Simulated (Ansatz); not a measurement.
Consider C₂H₇Al.

```yaml
atoms:
  - { symbol: Al, position_ang: [0.0257, 0.0407, 0.0641] }
  - { symbol: H, position_ang: [-0.0781, 0.0226, 1.6549] }
  - { symbol: H, position_ang: [1.4637, 0.1033, -0.6232] }
  - { symbol: C, position_ang: [-1.6167, -0.0263, -1.0102] }
  - { symbol: H, position_ang: [-2.1454, -0.9596, -0.7253] }
  - { symbol: H, position_ang: [-2.2909, 0.7697, -0.6334] }
  - { symbol: C, position_ang: [-1.4825, 0.0633, -2.5352] }
  - { symbol: H, position_ang: [-2.4578, 0.0007, -3.0477] }
  - { symbol: H, position_ang: [-1.0140, 1.0107, -2.8495] }
  - { symbol: H, position_ang: [-0.8529, -0.7467, -2.9392] }
```

Theory: RKS r2SCAN-D4/def2-SVP in Ansatz.

What will maps of the electron density and electron localisation function show?

Answer. C–C (1.53 Å): ρ is about 1.6 e/Å³ halfway; the ELF peaks at about 0.95 between the atoms, as expected for a shared electron pair.
C–Al (1.96 Å): ρ at the midpoint is about 0.72 e/Å³; the ELF peaks at about 0.95 between the atoms: a shared but strongly polarised pair.
C–H (1.10 Å): ρ is about 1.9 e/Å³ halfway; the ELF climbs to about 1 towards the hydrogen, as it does in any bond to H; an ordinary covalent bond to hydrogen.
Al–H (1.59 Å): the density is about 0.53 e/Å³ at the midpoint; the ELF climbs to about 1 towards the hydrogen.

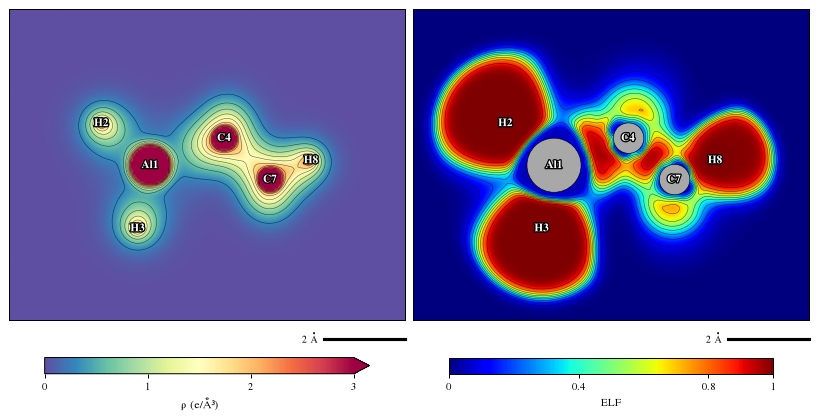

Computed electron density and electron localisation function on the plane of atoms H2, Al1 and H3, in this order. Grey discs cover the atomic cores in the ELF map. 
